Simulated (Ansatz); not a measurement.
**What a change does: single-point calculation on CH3AlBr2**

System: CH3AlBr2, SMILES [CH3][Al]([Br])[Br].
Method of run A: RKS SPW92/def2-TZVPP (Ansatz 0.2.0).

The geometry comes from this level: PBE0-D4/def2-TZVP. Text and figures count atoms from 1; the logs count them from 0 in places.

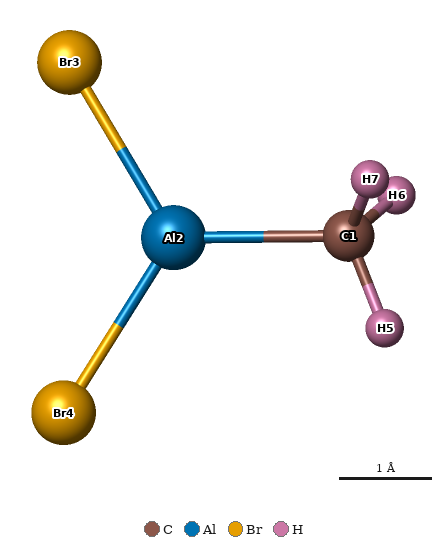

The structure (ball-and-stick view, seen at a tilt; atoms are numbered from 1 in the order of the input). Sticks mark near contacts. Bond lengths as drawn: Al–Br 2.25 Å, Al–C 1.93 Å and C–H 1.09 Å.

## The input, run A
```yaml
crystal:
  periodic: [false, false, false]
  atoms:
    - {symbol: C, position_ang: [-0.144583, 0.970003, -0.125021]}
    - {symbol: Al, position_ang: [0.136471, -0.927157, 0.093883]}
    - {symbol: Br, position_ang: [1.884795, -1.713358, 1.272480]}
    - {symbol: Br, position_ang: [-1.247757, -2.457186, -0.803478]}
    - {symbol: H, position_ang: [-1.034296, 1.180624, -0.720789]}
    - {symbol: H, position_ang: [-0.253988, 1.451770, 0.850680]}
    - {symbol: H, position_ang: [0.720557, 1.427204, -0.613455]}
basis:
  gaussian: {orbitals: def2-TZVPP}
hamiltonian: {xc: lda}
output: {orbitals: {seedname: orbitals}}
```

Hardware: 4 CPU threads, shared host.

## Output (run A)
```
Functional definition: SPW92
  exchange = slater_x
  correlation = pw_c
1378 factors; their error is unknown
mean field evaluation 1: about -147536.8984 eV, gradient 6.9e1 eV
mean field evaluation 2: about -147513.8308 eV, gradient 9.8e1 eV
mean field evaluation 4: about -147547.3350 eV, gradient 1.2e1 eV
mean field evaluation 8: about -147547.6583 eV, gradient 3.0e-2 eV
mean field evaluation 16: about -147547.6022 eV, gradient 6.1e-5 eV
mean field -147547.60222237 eV, -5422.2743703152 hartree, gradient 6.1e-5 eV, S^2 0.000000; 0 other end points of the search recorded, 0 dependent functions left out
reference -147547.60225932 eV, -5422.2743716732 hartree; 46, 46 occupied and 165, 165 virtual orbitals, 1378 factors
Total energy: -147547.60225932 eV, -5422.2743716732 hartree
```

The input of run B differs as follows (lines with − go, lines with + come):
```diff
-hamiltonian: {xc: lda}
+hamiltonian: {xc: {name: revPBE}, dispersion: d4}
```

Predict how the results change.

The total energies belong to different models, so their difference says nothing on which is more stable or more accurate. The HOMO goes from −7.31 to −7.10 eV. The LUMO goes from −2.15 to −1.77 eV.

## Output (run B)
```
Functional definition: revPBE
  parameter kappa = 1.245
  parameter beta = 0.06672455060314922
  exchange = pbe_x(kappa = kappa, mu = beta*pi^2/3)
  correlation = pbe_c(beta = beta)
1378 factors; their error is unknown
mean field evaluation 1: about -147756.9676 eV, gradient 6.4e1 eV
mean field evaluation 2: about -147738.2839 eV, gradient 9.0e1 eV
mean field evaluation 4: about -147766.2351 eV, gradient 1.0e1 eV
mean field evaluation 8: about -147766.4553 eV, gradient 2.0e-1 eV
mean field evaluation 16: about -147766.4017 eV, gradient 3.0e-4 eV
mean field -147766.40167691 eV, -5430.3151019622 hartree, gradient 8.5e-5 eV, S^2 0.000000; 0 other end points of the search recorded, 0 dependent functions left out
reference -147766.40172669 eV, -5430.3151037914 hartree; 46, 46 occupied and 165, 165 virtual orbitals, 1378 factors
Total energy: -147766.80982157 eV, -5430.3301010015 hartree
```

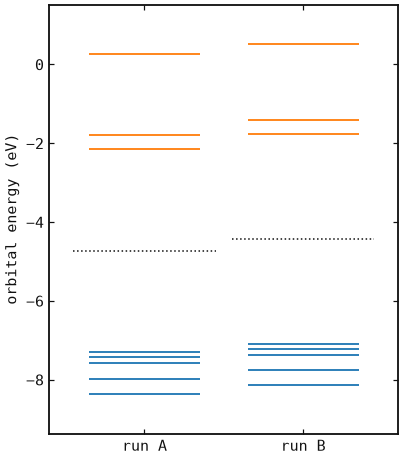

The five highest filled and three lowest empty orbital energies of the two runs; the dotted lines part filled from empty levels. The HOMO–LUMO gap is 5.15 eV in run A and 5.33 eV in run B.

## The two runs side by side

| quantity | run A | run B |
| --- | --- | --- |
| outcome | converged | converged |
| total energy (hartree) | −5422.274372 | −5430.330101 |
| HOMO (eV) | −7.31 | −7.10 |
| LUMO (eV) | −2.15 | −1.77 |
| basis functions | 211 | 211 |
| wall time (shared host) | 1.1 s | 1.6 s |
